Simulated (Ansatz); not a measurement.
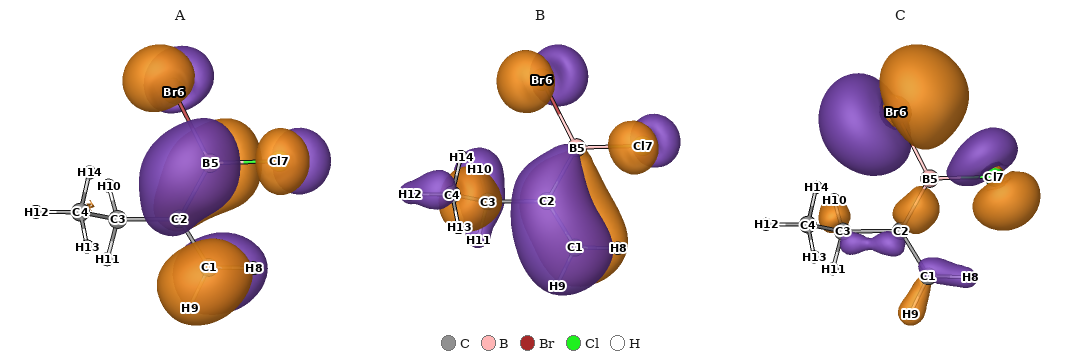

The picture shows: C₄H₇BBrCl (SMILES C=C(CC)B(Cl)Br). Three frontier orbitals at ±0.08 Å⁻³ᐟ² (orange and purple are the two phases), in no order.

Geometry: r2SCAN-D4/def2-SVP.

Theory: isolated molecule in a Gaussian basis; Kohn-Sham density functional theory, functional PBE0 in Ansatz 0.2.0.

| atom | x (Å) | y (Å) | z (Å) |
| --- | --- | --- | --- |
| C | -1.5278 | -0.7686 | 0.7253 |
| C | -0.7133 | -0.7304 | -0.3539 |
| C | -0.3515 | 0.5919 | -0.9959 |
| C | 1.0647 | 1.0482 | -0.6349 |
| B | -0.1615 | -2.0694 | -0.9201 |
| Br | 0.7634 | -2.1171 | -2.6098 |
| Cl | -0.3728 | -3.6078 | -0.0862 |
| H | -1.7828 | -1.7099 | 1.2216 |
| H | -1.9697 | 0.1470 | 1.1382 |
| H | -0.4352 | 0.5047 | -2.0926 |
| H | -1.0784 | 1.3599 | -0.6805 |
| H | 1.3088 | 2.0015 | -1.1291 |
| H | 1.1664 | 1.1906 | 0.4528 |
| H | 1.8167 | 0.3069 | -0.9486 |

Order the three orbitals by energy and name them.

Answer. C is the HOMO−1 (−8.36 eV). By Hirshfeld shares it lies mainly on Br6 (about 75 %) and Cl7 (about 10 %); largely a lone pair of Br6. B is the HOMO (−8.04 eV). By Hirshfeld shares it lies mainly on C1 (about 35 %), C2 (about 30 %) and Br6 (about 5 %); π-bonding across C1–C2. A is the LUMO (−2.29 eV). Its weight (Hirshfeld) is mainly on B5 (about 35 %), C1 (about 25 %), Br6 (about 10 %), C2 (about 10 %) and Cl7 (about 10 %).

What is the HOMO–LUMO gap?

Answer. 5.75 eV between the orbital energies.
